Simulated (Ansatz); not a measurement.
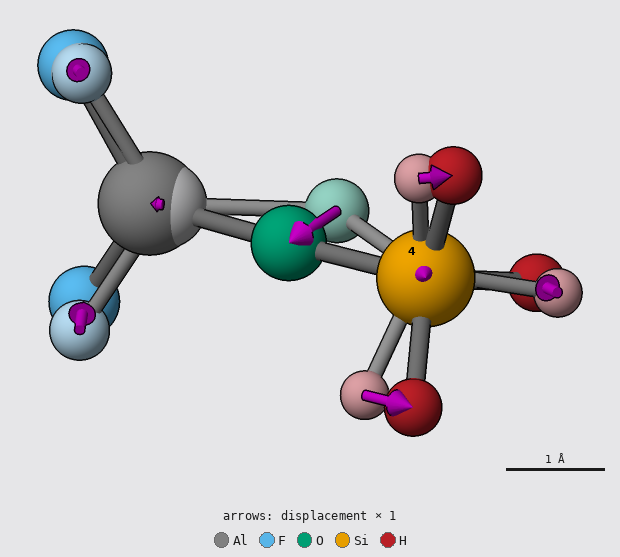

This is a relaxation of AlSiH3OF2. The starting structure is drawn faded, the final one solid; purple arrows show the displacements, at their true length. The two geometries are superimposed by the best rigid fit.

Style: ball-and-stick. Shown at a tilt.

The run prepares the start of a later molecular dynamics calculation, from a guessed geometry.

These are results of Ansatz 0.2.0, RKS PBE0/def2-SVP, not measurements.

Input file:
```yaml
crystal:
  periodic: [false, false, false]
  atoms:
    - { symbol: Al, position_ang: [0.0, 0.0, 0.0] }
    - { symbol: F, position_ang: [0.0, 0.0, 1.69] }
    - { symbol: O, position_ang: [1.5415, 0.0, -0.89] }
    - { symbol: Si, position_ang: [2.3874, -1.376, -1.352] }
    - { symbol: H, position_ang: [1.4599, -2.3514, -1.9176] }
    - { symbol: H, position_ang: [3.3882, -1.0195, -2.3535] }
    - { symbol: H, position_ang: [3.0504, -1.9546, -0.187] }
    - { symbol: F, position_ang: [-1.4635, 0.0, -0.845] }
basis:
  gaussian: { orbitals: def2-SVP }
hamiltonian:
  xc: pbe0
relax:
  f_tol: 0.02
  max_steps: 40
output:
  orbitals: {}
```

Launched with:
```bash
ansatz run input.yaml --threads 2 --pin off --max-ram 3072MiB --backend cpu --events-out ev --progress --plain --runs-dir out
```

What did the optimiser do to the structure, and how much energy did it gain?

The largest move after the best rigid fit is that of O3, 0.87 Å. By element the largest moves are O 0.87 Å, H 0.65 Å, F 0.56 Å, Si 0.16 Å, Al 0.14 Å. Some distances before and after: Al1–O3 1.780 → 1.669 Å, Al1–F2 1.690 → 1.649 Å, Si4–H5 1.460 → 1.493 Å, O3–Si4 1.680 → 1.652 Å. Among the angles between lasting bonds that change: Al1–O3–Si4 125.0° → 178.1°, F2–Al1–F8 120.0° → 117.7°. After 8 accepted moves (10 points after the start) the energy has fallen by 36.1 kJ/mol. The largest force component goes from 1.8 to 0.0041 eV/Å. The line search rejected the trial steps at points 2, 9 of the run. The run took 21 s on 2 threads of Arm Neoverse V2, on a shared host, peak memory 0.16 GiB.
